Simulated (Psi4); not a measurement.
# CH4ClGeO (SMILES [CH3][Ge]([OH])[Cl]): a chain of runs

We compute a structure relaxation (doublet CH4ClGeO, UMP2/def2-SVPD), then the energy (singlet CH4ClGeO+, MP2/def2-SVPD), then a geometry optimisation (singlet CH4ClGeO+, MP2/def2-SVPD), then a single-point energy (singlet CH4ClGeO−, MP2/def2-SVPD), then a geometry optimisation (singlet CH4ClGeO−, MP2/def2-SVPD) of CH4ClGeO. 

Program for the calculation: Psi4 1.11.

### Step 1. Starting point

The species is CH4ClGeO (8 atoms), meant as a doublet with charge 0. As SMILES, `[CH3][Ge]([OH])[Cl]`. Geometry: relaxed at PBE0-D4/def2-TZVP. This is one conformer, not always the lowest. The run starts from this shape.

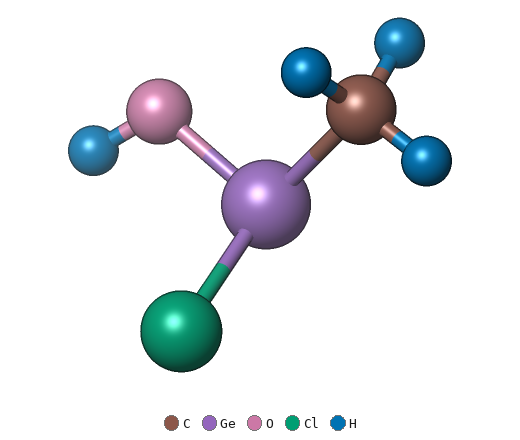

Viewed from a chosen angle; carbon brown, germanium purple, oxygen pink, chlorine teal, hydrogen blue.

### Step 2. A structure relaxation at UMP2/def2-SVPD (density fitting, density fitting for correlation) (run 1)

ch4clgeo.xyz

```xyz
8
CH4ClGeO
C      0.070000     1.235100    -0.045900
Ge    -0.661500    -0.553500     0.272700
O      0.714600    -1.504600     0.880000
Cl    -1.247100    -1.432100    -1.639400
H      0.419500     1.652400     0.898100
H      0.906900     1.122600    -0.737600
H     -0.694800     1.876200    -0.480900
H      0.584600    -2.453200     0.797100
```

calc.py

```python
import psi4

psi4.set_memory(1600000000)
psi4.set_num_threads(1)
psi4.set_output_file('output.dat', False)

with open('ch4clgeo.xyz') as f:
    atoms = ''.join(f.readlines()[2:])
mol = psi4.geometry('0 2\n' + atoms + 'symmetry c1')

psi4.set_options({
    'basis': 'def2-SVPD',
    'reference': 'uhf',
    'num_frozen_docc': 16,
})

E, wfn = psi4.optimize("mp2", return_wfn=True)
print('E =', round(E, 9))
print(mol.to_string(dtype='xyz', units='Angstrom'))
```

Command:

```console
$ python calc.py
```

output.dat:

```text
[...]
  Running in c1 symmetry.
[...]
  Nuclear repulsion =  363.285753670846702
[...]
  Multiplicity = 2
[...]
  Nalpha       = 34
  Nbeta        = 33
[...]
    Number of basis functions: 140
[...]
   @DF-UHF iter   1: -2648.47567187444201   -3.64439e+00   1.50268e-02 ADIIS/DIIS
[...]
	Warning: cc_lambda option is changed to TRUE
	For this residual convergence, default PCG convergence is:     1.00e-07
[...]
	DF-SCS-MP2 Total Energy (a.u.)     : -2650.18203359032350
	DF-SOS-MP2 Total Energy (a.u.)     : -2650.16720734093042
[...]
	Warning: cc_lambda option is changed to TRUE
	For this residual convergence, default PCG convergence is:     1.00e-07
[...]
	Warning: cc_lambda option is changed to TRUE
	For this residual convergence, default PCG convergence is:     1.00e-07
[...]
	Warning: cc_lambda option is changed to TRUE
	For this residual convergence, default PCG convergence is:     1.00e-07
[...]
	Warning: cc_lambda option is changed to TRUE
	For this residual convergence, default PCG convergence is:     1.00e-07
[...]
   @DF-UHF iter  12: -2649.49946032947219   -4.54747e-12   7.82934e-11 DIIS
[...]
   @S^2 Observed:                7.568611040E-01
[...]
  @DF-UHF Final Energy: -2649.49946032947219
   => Energetics <=
    Nuclear Repulsion Energy =            361.0850004209202666
    One-Electron Energy =               -4406.6277537008836589
    Two-Electron Energy =                1396.0432929504913773
    Total Energy =                      -2649.4994603294721855
  UHF NO Occupations:
  HONO-2 :   32  A 1.9992683
  HONO-1 :   33  A 1.9980680
[...]
	DF-SCS-MP2 Total Energy (a.u.)     : -2650.18266819286282
	DF-SOS-MP2 Total Energy (a.u.)     : -2650.16788861843133
	DF-SCS(N)-MP2 Total Energy (a.u.)  : -2649.84898120290882
[...]
	DF-MP2 Total Energy (a.u.)         : -2650.21222734172534
[...]
```

On the terminal:

```text
Optimizer: Optimization complete!
E = -2650.212227342
8
0 2 CClGeH4O
C                     0.628888026229     1.920241500310     0.144661563115
Ge                   -0.095526530590     0.136316523852     0.439820570142
O                     1.300128029973    -0.814166601729     1.046095613397
Cl                   -0.708743149232    -0.717839088848    -1.496374064550
H                     0.993379426067     2.328773938422     1.096418475672
H                     1.465439696626     1.828329333234    -0.562819115983
H                    -0.141048822918     2.579819404337    -0.274296535907
H                     1.158304577128    -1.770823925851     1.076525173474
```

It took 2.3 min on 1 thread of Intel Xeon 6975P-C (Granite Rapids), shared host; peak memory 0.81 GiB.

Steps, from the record of the run:

```tsv
step	energy from the first frame kept (eV)	largest force (eV/Å)
0	0.0000	0.5109
1	-0.0132	0.0764
2	-0.0140	0.0263
3	-0.0145	0.0302
4	-0.0147	0.0192
5	-0.0147	0.0046
6	-0.0147	0.0012
```

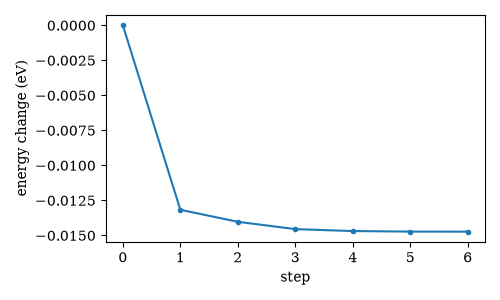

Energy along the run.

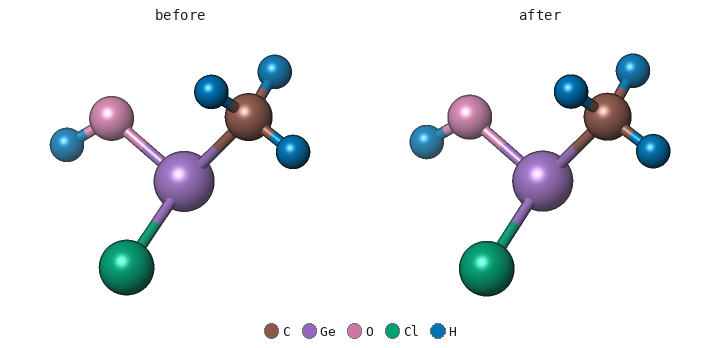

Before and after, at one scale.

After the run. Bond lengths: C1–Ge2 1.948 Å, Ge2–O3 1.794 Å, Ge2–Cl4 2.203 Å, C1–H5 1.098 Å, C1–H6 1.099 Å, C1–H7 1.097 Å, O3–H8 0.968 Å. Angles: C1–Ge2–O3 104.3°, C1–Ge2–Cl4 109.0°, O3–Ge2–Cl4 107.9°, Ge2–C1–H5 109.4°, Ge2–C1–H6 107.7°, Ge2–C1–H7 110.3°, Ge2–O3–H8 114.9°, H5–C1–H6 109.7°, H5–C1–H7 109.9°, H6–C1–H7 109.8°.

### Step 3. The singlet cation: the energy at MP2/def2-SVPD (density fitting, density fitting for correlation) (run 2)

job.in

```
memory 1.6 GB

molecule mol {
  1 1
  C      0.068180     1.224624    -0.019723
  Ge    -0.656234    -0.559301     0.275436
  O      0.739420    -1.509784     0.881711
  Cl    -1.269451    -1.413457    -1.660759
  H      0.432672     1.633156     0.932034
  H      0.904732     1.132712    -0.727204
  H     -0.701757     1.884202    -0.438681
  H      0.597597    -2.466441     0.912140
  units angstrom
  symmetry c1
}

set globals {
  basis           def2-SVPD
  num_frozen_docc 16
}

energy('mp2')
```

Command:

```console
$ psi4 job.in job.out -n 1
```

job.out:

```text
[...]
  Running in c1 symmetry.
[...]
  Nuclear repulsion =  361.084991786581497
[...]
  Multiplicity = 1
[...]
  Nalpha       = 33
  Nbeta        = 33
[...]
    Number of basis functions: 140
[...]
   @DF-RHF iter   1: -2648.29487970099444   -3.52203e+00   1.45934e-02 ADIIS/DIIS
[...]
   @DF-RHF iter  14: -2649.18626105908197   -1.18234e-11   6.54003e-09 DIIS
[...]
  @DF-RHF Final Energy: -2649.18626105908197
   => Energetics <=
    Nuclear Repulsion Energy =            361.0849917865814973
    One-Electron Energy =               -4390.2240296434292759
    Two-Electron Energy =                1379.9527767977658641
    Total Energy =                      -2649.1862610590815166
[...]
 Multipole Moments:
 ------------------------------------------------------------------------------------
     Multipole            Electronic (a.u.)      Nuclear  (a.u.)        Total (a.u.)
 ------------------------------------------------------------------------------------
 L = 1.  Multiply by 2.5417464519 to convert [e a0] to [Debye]
 Dipole X            :         -5.1781406            4.8092466           -0.3688940
 Dipole Y            :         -3.2768826            4.0309356            0.7540531
 Dipole Z            :          2.4825509           -1.4957921            0.9867588
 Magnitude           :                                                    1.2955199
[...]
```

Run time: 4.5 s. Hardware: 1 thread of Intel Xeon 6975P-C (Granite Rapids), shared host; peak memory 0.29 GiB.

### Step 4. The singlet cation: a structure relaxation at MP2/def2-SVPD (density fitting, density fitting for correlation) (run 3)

ch4clgeo.sdf

```

     RDKit          3D

  8  7  0  0  0  0  0  0  0  0999 V2000
    0.0682    1.2246   -0.0197 C   0  0  0  0  0  0  0  0  0  0  0  0
   -0.6562   -0.5593    0.2754 Ge  0  0  0  0  0  4  0  0  0  0  0  0
    0.7394   -1.5098    0.8817 O   0  0  0  0  0  0  0  0  0  0  0  0
   -1.2695   -1.4135   -1.6608 Cl  0  0  0  0  0  0  0  0  0  0  0  0
    0.4327    1.6332    0.9320 H   0  0  0  0  0  0  0  0  0  0  0  0
    0.9047    1.1327   -0.7272 H   0  0  0  0  0  0  0  0  0  0  0  0
   -0.7018    1.8842   -0.4387 H   0  0  0  0  0  0  0  0  0  0  0  0
    0.5976   -2.4664    0.9121 H   0  0  0  0  0  0  0  0  0  0  0  0
  2  1  1  0
  3  2  2  0
  4  2  1  0
  5  1  1  0
  6  1  1  0
  7  1  1  0
  8  3  1  0
M  CHG  1   3   1
M  END
$$$$
```

job.py

```python
import psi4
from rdkit import Chem

psi4.set_memory('1600 MB')
psi4.set_num_threads(1)
psi4.core.set_output_file('run.log', False)

rd = Chem.SDMolSupplier('ch4clgeo.sdf', removeHs=False, sanitize=False)[0]
xyz = rd.GetConformer().GetPositions()
atoms = '\n'.join(f'{a.GetSymbol()} {x:.4f} {y:.4f} {z:.4f}' for a, (x, y, z) in zip(rd.GetAtoms(), xyz))
m = psi4.geometry('1 1\n' + atoms + '\nsymmetry c1')

psi4.set_options({
    'basis': 'def2-SVPD',
    'geom_maxiter': 50,
    'num_frozen_docc': 16,
})

e, wfn = psi4.optimize('mp2', molecule=m, return_wfn=True)
print(f'mp2 energy: {e:.10f} Eh')
print(m.to_string(dtype='xyz', units='Angstrom'))
```

Command:

```console
$ python job.py
```

run.log:

```text
[...]
  Running in c1 symmetry.
[...]
  Nuclear repulsion =  361.084168386361114
[...]
  Multiplicity = 1
[...]
  Nalpha       = 33
  Nbeta        = 33
[...]
    Number of basis functions: 140
[...]
   @DF-RHF iter   1: -2648.29489715076306   -3.52197e+00   1.45934e-02 ADIIS/DIIS
[...]
   @DF-RHF iter  12: -2649.24248389029617   -2.27374e-12   4.24954e-11 DIIS
[...]
  @DF-RHF Final Energy: -2649.24248389029617
   => Energetics <=
    Nuclear Repulsion Energy =            372.1985358761834277
    One-Electron Energy =               -4412.3309812462484842
    Two-Electron Energy =                1390.8899614797685445
    Total Energy =                      -2649.2424838902961710
[...]
  -Total Gradient:
     Atom            X                  Y                   Z
    ------   -----------------  -----------------  -----------------
       1        0.000029620785    -0.000012459128    -0.000044241113
       2       -0.000063673306    -0.000062890489    -0.000034687946
       3        0.000005356677     0.000052244811    -0.000035180858
       4        0.000009388452     0.000010188160     0.000000817082
       5       -0.000004015613     0.000003925033     0.000021475853
       6        0.000007356323     0.000001454761     0.000027930818
       7        0.000003022975    -0.000003299474     0.000030751225
       8        0.000012943690     0.000010836312     0.000033134922
[...]
```

Wall time 2.2 min (1 thread of Intel Xeon 6975P-C (Granite Rapids), shared host); peak memory 0.53 GiB.

Steps, from the record of the run:

```tsv
step	energy from the first frame kept (eV)	largest force (eV/Å)
0	0.0000	4.1226
1	-0.7185	2.3531
2	-1.0667	0.8580
3	-1.1930	0.3579
4	-1.2324	0.1422
5	-1.2358	0.0768
6	-1.2361	0.0181
7	-1.2362	0.0087
8	-1.2362	0.0094
9	-1.2366	0.0327
10	-1.2371	0.0824
11	-1.2376	0.0539
12	-1.2379	0.0641
13	-1.2380	0.0526
14	-1.2382	0.0123
15	-1.2382	0.0049
```

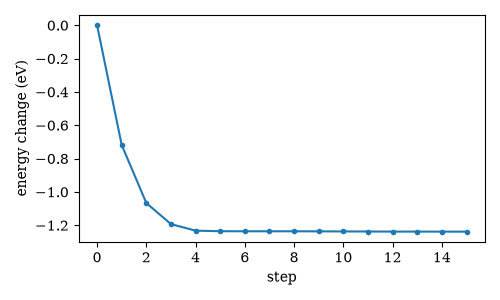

Energy along the run.

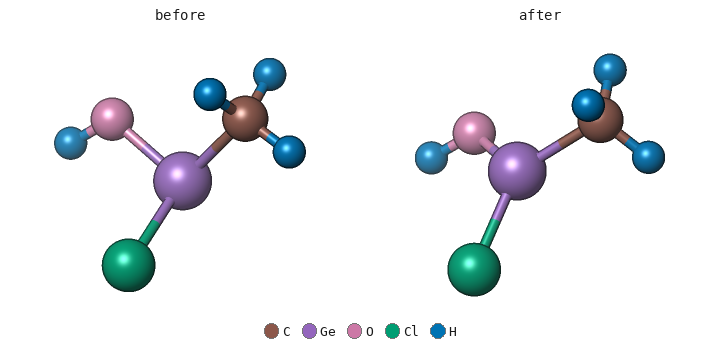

Before and after, at one scale.

After the run. Bond lengths: C1–Ge2 1.900 Å, Ge2–O3 1.716 Å, Ge2–Cl4 2.082 Å, C1–H5 1.098 Å, C1–H6 1.100 Å, C1–H7 1.100 Å, O3–H8 0.975 Å. Angles: C1–Ge2–O3 117.6°, C1–Ge2–Cl4 125.0°, O3–Ge2–Cl4 117.4°, Ge2–C1–H5 108.4°, Ge2–C1–H6 108.4°, Ge2–C1–H7 108.4°, Ge2–O3–H8 120.0°, H5–C1–H6 111.2°, H5–C1–H7 111.2°, H6–C1–H7 109.2°.

### Step 5. The singlet anion: the energy at MP2/def2-SVPD (density fitting, density fitting for correlation) (run 4)

ch4clgeo.xyz

```xyz
8
CH4ClGeO
C      0.068180     1.224624    -0.019723
Ge    -0.656234    -0.559301     0.275436
O      0.739420    -1.509784     0.881711
Cl    -1.269451    -1.413457    -1.660759
H      0.432672     1.633156     0.932034
H      0.904732     1.132712    -0.727204
H     -0.701757     1.884202    -0.438681
H      0.597597    -2.466441     0.912140
```

ch4clgeo.py

```python
import psi4

psi4.set_memory('1600 MB')
psi4.set_num_threads(1)
psi4.set_output_file('psi4.out', False)

with open('ch4clgeo.xyz') as f:
    atoms = ''.join(f.readlines()[2:])
m = psi4.geometry('-1 1\n' + atoms + 'symmetry c1')

options = {'reference': 'rhf', 'num_frozen_docc': 16}
psi4.set_options(options)

E, wfn = psi4.energy("mp2/def2-SVPD", return_wfn=True)
print(f'total energy {E:.8f} hartree = {E * 27.211386:.5f} eV')
for k, v in sorted(psi4.core.scalar_variables().items()):
    print(f'{k:45s} {v:18.10f}')
```

Command:

```console
$ python ch4clgeo.py
```

psi4.out:

```text
[...]
  Running in c1 symmetry.
[...]
  Nuclear repulsion =  361.084991786581497
[...]
  Multiplicity = 1
[...]
  Nalpha       = 34
  Nbeta        = 34
[...]
    Number of basis functions: 140
[...]
   @DF-RHF iter   1: -2648.32346649527926   -3.55062e+00   1.55198e-02 DIIS/ADIIS
[...]
   @DF-RHF iter  13: -2649.51687506402504   -1.95541e-11   5.71199e-09 DIIS
[...]
  @DF-RHF Final Energy: -2649.51687506402504
   => Energetics <=
    Nuclear Repulsion Energy =            361.0849917865814973
    One-Electron Energy =               -4421.5038811243966848
    Two-Electron Energy =                1410.9020142737899732
    Total Energy =                      -2649.5168750640250437
[...]
 Multipole Moments:
 ------------------------------------------------------------------------------------
     Multipole            Electronic (a.u.)      Nuclear  (a.u.)        Total (a.u.)
 ------------------------------------------------------------------------------------
 L = 1.  Multiply by 2.5417464519 to convert [e a0] to [Debye]
 Dipole X            :         -4.2856210            4.8092466            0.5236256
 Dipole Y            :         -3.9144998            4.0309356            0.1164358
 Dipole Z            :          1.3027045           -1.4957921           -0.1930876
 Magnitude           :                                                    0.5701086
[...]
```

Standard output:

```text
total energy -2650.26096461 hartree = -72117.27411 eV
CURRENT CORRELATION ENERGY                         -0.7440895450
CURRENT ENERGY                                  -2650.2609646091
CURRENT REFERENCE ENERGY                        -2649.5168750640
CUSTOM SCS-MP2 CORRELATION ENERGY                  -0.7141189941
CUSTOM SCS-MP2 TOTAL ENERGY                     -2650.2309940582
DD SOLVATION ENERGY                                 0.0000000000
HF KINETIC ENERGY                                2648.9028896955
HF POTENTIAL ENERGY                             -5298.4197647596
HF TOTAL ENERGY                                 -2649.5168750640
HF VIRIAL RATIO                                     2.0002317886
MP2 CORRELATION ENERGY                             -0.7440895450
MP2 DOUBLES ENERGY                                 -0.7440895450
MP2 OPPOSITE-SPIN CORRELATION ENERGY               -0.5377951682
MP2 SAME-SPIN CORRELATION ENERGY                   -0.2062943768
MP2 SINGLES ENERGY                                 -0.0000000000
MP2 TOTAL ENERGY                                -2650.2609646091
NUCLEAR REPULSION ENERGY                          361.0849917866
ONE-ELECTRON ENERGY                             -4421.5038811244
PCM POLARIZATION ENERGY                             0.0000000000
PE ENERGY                                           0.0000000000
SCF ITERATION ENERGY                            -2649.5168750640
SCF ITERATIONS                                     13.0000000000
SCF TOTAL ENERGY                                -2649.5168750640
SCS-MP2 CORRELATION ENERGY                         -0.7141189941
SCS-MP2 TOTAL ENERGY                            -2650.2309940582
TWO-ELECTRON ENERGY                              1410.9020142738
```

It took 4.2 s on 1 thread of Intel Xeon 6975P-C (Granite Rapids), shared host; peak memory 0.3 GiB.

### Step 6. The singlet anion: a geometry optimisation at MP2/def2-SVPD (density fitting, density fitting for correlation) (run 5)

calc.py

```python
import psi4

psi4.set_memory(1600000000)
psi4.set_num_threads(1)
psi4.core.set_output_file('psi4.out', False)

mol = psi4.geometry("""
-1 1
C      0.068180     1.224624    -0.019723
Ge    -0.656234    -0.559301     0.275436
O      0.739420    -1.509784     0.881711
Cl    -1.269451    -1.413457    -1.660759
H      0.432672     1.633156     0.932034
H      0.904732     1.132712    -0.727204
H     -0.701757     1.884202    -0.438681
H      0.597597    -2.466441     0.912140
symmetry c1
""")

psi4.set_options({
    'basis': 'def2-SVPD',
    'reference': 'rhf',
    'geom_maxiter': 50,
    'num_frozen_docc': 16,
})

e_tot = psi4.optimize('mp2')
print('E =', round(e_tot, 9))
print(mol.to_string(dtype='xyz', units='Angstrom'))
```

Command:

```console
$ python calc.py
```

psi4.out:

```text
[...]
  Running in c1 symmetry.
[...]
  Nuclear repulsion =  361.084991786581497
[...]
  Multiplicity = 1
[...]
  Nalpha       = 34
  Nbeta        = 34
[...]
    Number of basis functions: 140
[...]
   @DF-RHF iter   1: -2648.32346649527926   -3.55062e+00   1.55198e-02 DIIS/ADIIS
[...]
   @DF-RHF iter  11: -2649.54744050251065    1.81899e-12   4.43474e-11 DIIS
[...]
  @DF-RHF Final Energy: -2649.54744050251065
   => Energetics <=
    Nuclear Repulsion Energy =            344.6380108281180128
    One-Electron Energy =               -4388.8800079461034329
    Two-Electron Energy =                1394.6945566154745393
    Total Energy =                      -2649.5474405025106535
[...]
  -Total Gradient:
     Atom            X                  Y                   Z
    ------   -----------------  -----------------  -----------------
       1       -0.000042958688    -0.000006192291    -0.000092764901
       2        0.000062080211    -0.000029870062     0.000053218407
       3       -0.000076480481     0.000010871558     0.000010635404
       4       -0.000009284420     0.000002009342    -0.000023521036
       5        0.000004387153    -0.000012313908     0.000038018260
       6        0.000011997011     0.000016983742     0.000006505992
       7        0.000025403523     0.000008588132     0.000011645138
       8        0.000024855681     0.000009923503    -0.000003737280
[...]
```

The script printed:

```text
Some dependencies such as QCElemental have not yet finished migration to pydantic v2. If issues are encountered please downgrade pydantic or upgrade QCElemental as appropriate
	Previous geometry is closer to target in internal coordinates, so using that one.

	Best geometry has RMS(Delta(q)) = 1.38e-03

	Previous geometry is closer to target in internal coordinates, so using that one.

	Best geometry has RMS(Delta(q)) = 2.06e-05

	Change in internal coordinate of 5.89e-01 exceeds limit of 5.00e-01.
	Skipping Hessian update for step 1.
	Previous geometry is closer to target in internal coordinates, so using that one.

	Best geometry has RMS(Delta(q)) = 2.78e-06

	Previous geometry is closer to target in internal coordinates, so using that one.

	Best geometry has RMS(Delta(q)) = 2.93e-07

Optimizer: Optimization complete!
E = -2650.292387315
8
-1 1 CClGeH4O
C                     0.683136244662     1.798731343600     0.104144363268
Ge                   -0.201964316618     0.061913962097     0.599389346300
O                     1.469981979982    -0.784285580452     0.835801583752
Cl                   -0.591843468034    -0.524181882600    -1.719574459453
H                     1.082845765606     2.282591536459     1.012154975640
H                     1.514222326519     1.593661696376    -0.588774418389
H                    -0.030350528012     2.483803484248    -0.380542772801
H                     1.318536196491    -1.683559650691     1.153473245376
```

It took 59 s on 1 thread of Intel Xeon 6975P-C (Granite Rapids), shared host; peak memory 0.47 GiB.

Step by step:

```tsv
step	energy from the first frame kept (eV)	largest force (eV/Å)
0	0.0000	4.7038
1	-0.7077	1.6389
2	-0.8213	0.4185
3	-0.8437	0.2086
4	-0.8530	0.1075
5	-0.8546	0.0380
6	-0.8550	0.0153
7	-0.8550	0.0118
8	-0.8551	0.0053
```

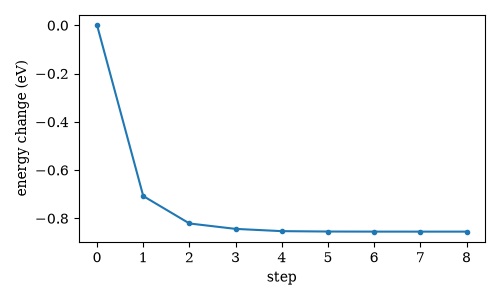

Energy along the run.

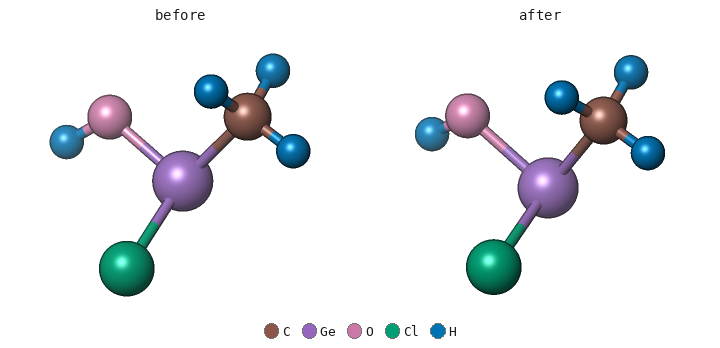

Before and after, at one scale.

After the run. Bond lengths: C1–Ge2 2.011 Å, Ge2–O3 1.889 Å, Ge2–Cl4 2.423 Å, C1–H5 1.104 Å, C1–H6 1.101 Å, C1–H7 1.102 Å, O3–H8 0.966 Å. Angles: C1–Ge2–O3 91.6°, C1–Ge2–Cl4 92.5°, O3–Ge2–Cl4 98.8°, Ge2–C1–H5 109.6°, Ge2–C1–H6 109.0°, Ge2–C1–H7 111.1°, Ge2–O3–H8 108.6°, H5–C1–H6 109.0°, H5–C1–H7 108.9°, H6–C1–H7 109.1°.

### Step 7. Results

```
                                                                         quantity           value
                                   run 1, UMP2/def2-SVPD: total energy at the end  -2650.21223 Eh
run 1, UMP2/def2-SVPD: HOMO energy (Hartree–Fock orbitals) (highest over α and β)        -9.51 eV
 run 1, UMP2/def2-SVPD: LUMO energy (Hartree–Fock orbitals) (lowest over α and β)         0.34 eV
              run 1, UMP2/def2-SVPD: correlation energy (16 core orbitals frozen)      -712.8 mEh
                         run 1, UMP2/def2-SVPD: ⟨S²⟩ of the reference determinant           0.757
                                              singlet cation, run 2: total energy  -2649.90354 Eh
                       singlet cation, run 2: HOMO energy (Hartree–Fock orbitals)       -17.94 eV
                       singlet cation, run 2: LUMO energy (Hartree–Fock orbitals)        -7.47 eV
                     singlet cation, run 2: HOMO–LUMO gap (Hartree–Fock orbitals)        10.47 eV
              singlet cation, run 2: correlation energy (16 core orbitals frozen)      -717.3 mEh
                                   singlet cation, run 3: total energy at the end  -2649.94905 Eh
              singlet cation, run 3: correlation energy (16 core orbitals frozen)      -706.6 mEh
                                               singlet anion, run 4: total energy  -2650.26096 Eh
                        singlet anion, run 4: HOMO energy (Hartree–Fock orbitals)        -1.58 eV
                        singlet anion, run 4: LUMO energy (Hartree–Fock orbitals)         6.12 eV
      singlet anion, run 4: HOMO–LUMO gap (to an unbound level, set by the basis)         7.70 eV
               singlet anion, run 4: correlation energy (16 core orbitals frozen)      -744.1 mEh
                                    singlet anion, run 5: total energy at the end  -2650.29239 Eh
               singlet anion, run 5: correlation energy (16 core orbitals frozen)      -744.9 mEh
           adiabatic electron affinity (to the singlet anion, no zero-point term)        2.181 eV
          adiabatic ionisation energy (to the singlet cation, no zero-point term)        7.162 eV
```

What this shows: The adiabatic electron affinity (to the singlet anion, no zero-point term) is 2.18 eV (210 kJ/mol). The adiabatic ionisation energy (to the singlet cation, no zero-point term) is 7.16 eV (691 kJ/mol). The optimisation (run 1, UMP2/def2-SVPD) took 7 steps and changed the energy by -0.015 eV. The optimisation (singlet cation, run 3) took 16 steps and changed the energy by -1.238 eV. The optimisation (singlet anion, run 5) took 9 steps and changed the energy by -0.855 eV.
